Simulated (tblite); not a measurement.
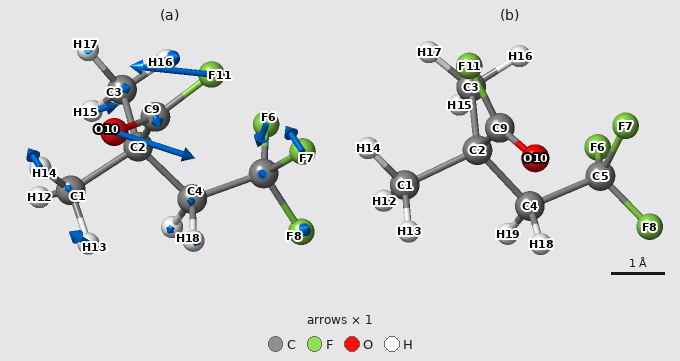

The structure of C$_{6}$H$_{8}$F$_{4}$O before (left) and after (right) a relaxation, at one scale. The blue arrows give the displacements, at their true length.

The picture is a ball-and-stick view, seen at a tilt.

All numbers below come from tblite 0.8.0, GFN2-xTB geometry optimisation, gas phase. 

### What changed between the two?

The energy falls by 125.4 kJ/mol in 151 geometry steps. The largest move after the best rigid fit is that of O10, 1.61 Å. Largest moves by element: O 1.61 Å, F 1.59 Å, H 0.57 Å, C 0.26 Å. Some distances before and after: C5–F8 1.407 → 1.341 Å, C9–O10 1.241 → 1.179 Å, C2–C4 1.485 → 1.539 Å, C3–H17 1.140 → 1.087 Å. Among the angles between lasting bonds that change: C2–C9–O10 116.0° → 128.9°, C2–C9–F11 123.9° → 111.4°, F6–C5–F7 111.7° → 106.3°. Groups turn about C2–C9 by about 95°, C1–C2 by about 25°, C4–C5 by about 25°.
